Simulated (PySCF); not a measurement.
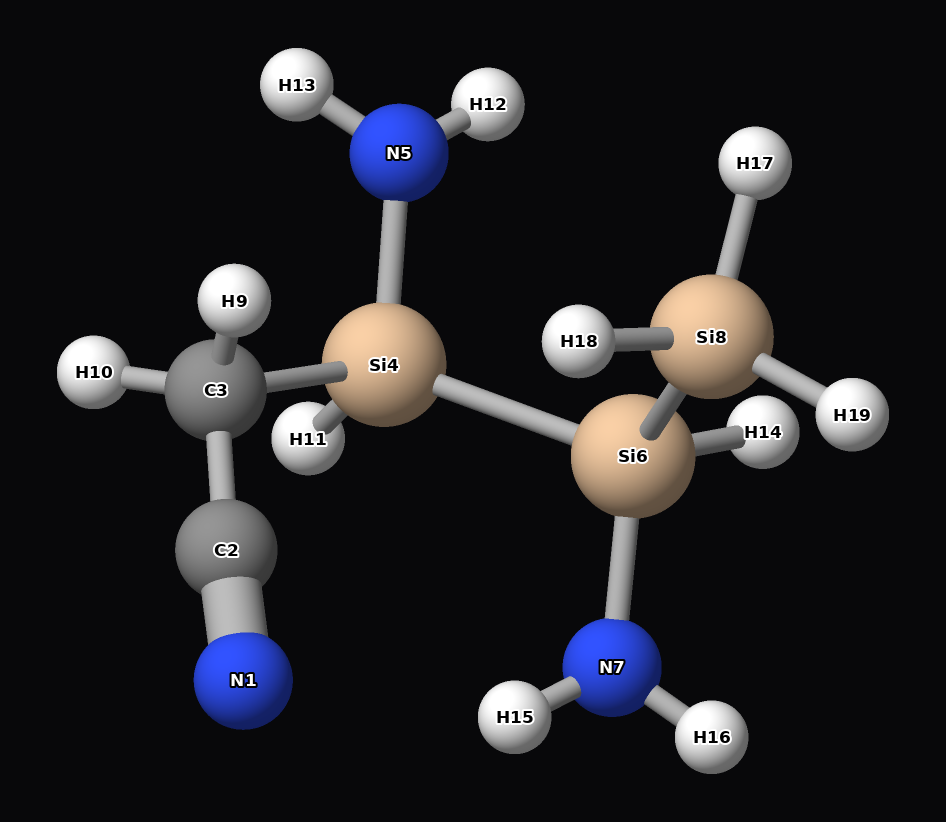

The thickness of each stick grows with its Mayer bond order. Computed geometry: GFN2-xTB optimisation. No frequency run is at hand to confirm it as a minimum. Level of theory: PBE0/pcSseg-1 (PySCF 2.14.0).

Question: Which bond between heavy atoms has the highest Mayer bond order?

Answer: N1–C2, 2.97, at a length of 1.147 Å.

List the Mayer bond orders of N1–C2, C2–C3, C3–Si4, Si4–N5, Si4–Si6, Si6–N7, Si6–Si8 (bonds between heavy atoms, one of each equivalent set).

```tsv
bond	Mayer order	length (Å)
N1–C2	2.97	1.147
C2–C3	1.06	1.419
C3–Si4	0.79	1.937
Si4–N5	1.00	1.730
Si4–Si6	0.90	2.313
Si6–N7	1.01	1.730
Si6–Si8	0.85	2.333
```

The geometry is semi-empirical. Around Si such bond lengths and angles can be off by a tenth of an ångström or more and by several degrees, and values that hang on the shape move with them.
